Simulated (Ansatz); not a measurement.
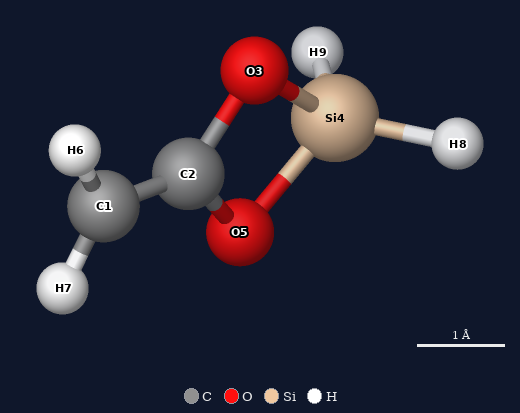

**Figure 1.** The structure as given in the input (ball-and-stick view, seen at a tilt; atoms are numbered from 1 in the order of the input). Bond lengths as drawn: C–C 1.30 Å, C–H 1.07 Å, C–O 1.41 Å, H–Si 1.47 Å and O–Si 1.73 Å.

**Frequency calculation of C₂H₄O₂Si**

- system: C₂H₄O₂Si, SMILES C=C1O[SiH2]O1
- method: HF/3-21G, RHF (Ansatz 0.2.0)

The geometry was optimised with HF/3-21G. Figures and captions count atoms from 1; the log counts them from 0 in places.

## Input file
```yaml
crystal:
  periodic: [false, false, false]
  atoms:
    - {symbol: C, position_ang: [0.536775, 1.383364, -1.150125]}
    - {symbol: C, position_ang: [0.171744, 0.421495, -0.354725]}
    - {symbol: O, position_ang: [-0.584395, 0.471469, 0.837026]}
    - {symbol: Si, position_ang: [-0.459517, -1.241899, 1.020795]}
    - {symbol: O, position_ang: [0.420228, -0.966106, -0.440363]}
    - {symbol: H, position_ang: [0.258348, 2.391261, -0.932124]}
    - {symbol: H, position_ang: [1.115000, 1.165434, -2.021368]}
    - {symbol: H, position_ang: [-1.717831, -1.980589, 0.862486]}
    - {symbol: H, position_ang: [0.348148, -1.690728, 2.161099]}
basis:
  gaussian:
    orbitals: 3-21G.json
hamiltonian:
  xc: hf
phonons:
  temperatures: {t_min: 298.15, t_max: 298.15, t_step: 1}
```

Run as:
```bash
ansatz run job.yaml --threads 1 --pin off --max-ram 3480MiB --events-out events.jsonl --progress --plain --runs-dir runs
```

## Log
```
Functional definition: HF
  name "HF"
  exchange = exact_x
  correlation = 0
703 factors; integrals over basis functions are off by at most 6.1e-4 eV
mean field evaluation 1: about -13981.2038 eV, gradient 3.8e1 eV
mean field evaluation 2: about -13981.5087 eV, gradient 3.8e1 eV
mean field evaluation 4: about -13984.8179 eV, gradient 2.7e0 eV
mean field evaluation 8: about -13984.8645 eV, gradient 9.5e-2 eV
mean field -13984.86461661 eV, -513.9342953786 hartree, gradient 3.9e-5 eV, S^2 0.000000; 0 other end points of the search recorded, 0 dependent functions left out
the calculation of the forces begins
reference -13984.86461661 eV, -513.9342953786 hartree; 23, 23 occupied and 34, 34 virtual orbitals, 703 factors
these checks for a lower state are left out or cut short: stability, starts, cluster_reference, orbital_swaps, neighbouring_geometries, increment
703 factors; integrals over basis functions are off by at most 6.2e-4 eV
mean field evaluation 16: about -13984.8598 eV, gradient 1.4e0 eV
mean field -13984.86433362 eV, -513.9342849789 hartree, gradient 3.4e-6 eV, S^2 0.000000; 0 other end points of the search recorded, 0 dependent functions left out
[... from here on the field's lines of each further geometry are left out, up to the last ...]
the calculation of the forces begins
reference -13984.86459791 eV, -513.9342946914 hartree; 23, 23 occupied and 34, 34 virtual orbitals, 703 factors
these checks for a lower state are left out or cut short: stability, starts, cluster_reference, orbital_swaps, neighbouring_geometries, increment
703 factors; integrals over basis functions are off by at most 6.1e-4 eV
mean field -13984.86459796 eV, -513.9342946933 hartree, gradient 3.4e-6 eV, S^2 0.000000; 0 other end points of the search recorded, 0 dependent functions left out
the calculation of the forces begins
reference -13984.86459796 eV, -513.9342946933 hartree; 23, 23 occupied and 34, 34 virtual orbitals, 703 factors
Total energy: -13984.86461661 eV, -513.9342953786 hartree
Atom 0 at     0.536775     1.383364    -1.150125 Å, force    -0.000007    -0.000149     0.000162 eV/Å
Atom 1 at     0.171744     0.421495    -0.354725 Å, force     0.000116     0.000699    -0.000696 eV/Å
Atom 2 at    -0.584395     0.471469     0.837026 Å, force     0.000008     0.000376     0.000089 eV/Å
Atom 3 at    -0.459517    -1.241899     1.020795 Å, force    -0.000282    -0.000421     0.000252 eV/Å
Atom 4 at     0.420228    -0.966106    -0.440363 Å, force     0.000284    -0.000018    -0.000262 eV/Å
Atom 5 at     0.258348     2.391261    -0.932124 Å, force    -0.000044    -0.000374     0.000144 eV/Å
Atom 6 at     1.115000     1.165434    -2.021368 Å, force    -0.000176    -0.000185     0.000311 eV/Å
Atom 7 at    -1.717831    -1.980589     0.862486 Å, force     0.000097     0.000060     0.000009 eV/Å
Atom 8 at     0.348148    -1.690728     2.161099 Å, force     0.000006     0.000011    -0.000008 eV/Å
Dipole moment:    -0.148914    -0.392432     0.324525 e Å
Vibrations: 183.18 388.94 585.62 668.49 685.34 778.17 784.31 819.60 836.58 918.64 997.92 1013.18 1034.29 1108.74 1288.83 1576.66 1947.87 2403.24 2403.53 3375.71 3467.51 cm⁻¹, zero-point energy 1.690298 eV
```

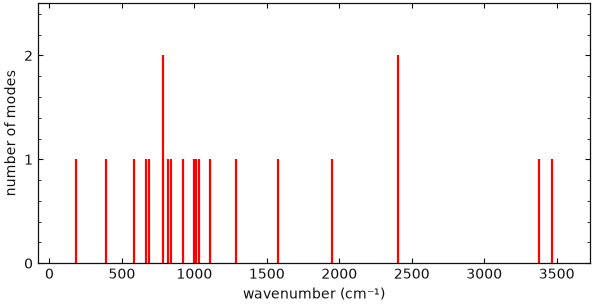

**Figure 2.** Harmonic vibrational wavenumbers from the force constants; neighbouring modes closer than 15 cm⁻¹ are counted in one stick. 21 modes from 183 to 3468 cm⁻¹, none imaginary.

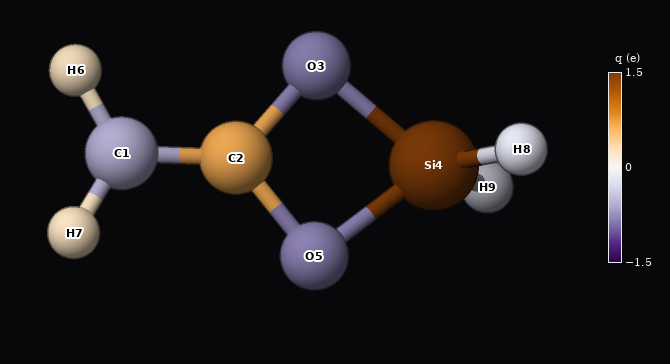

**Figure 3.** Mulliken charges, as the colour of each atom (ball-and-stick view, seen at a tilt; atoms are numbered from 1 in the order of the input; Mulliken charges depend strongly on the basis). By element: C −0.56 to +0.65, O −0.80, Si +1.47 and H −0.23 to +0.24 e.

## Results in brief

| quantity | value |
| --- | --- |
| outcome | converged |
| total energy | −513.934295 hartree |
| basis functions | 57 |
| largest force | 0.001 eV/Å |
| zero-point energy | 0.062117 hartree |
| dipole moment | 2.55 D |
| wavenumbers, lowest and highest | 183 and 3468 cm⁻¹ |
| hardware | 1 thread of Arm Neoverse N1, 112 GiB of memory available, shared host |
| wall time | 31 s |
| peak memory | 0.11 GiB |
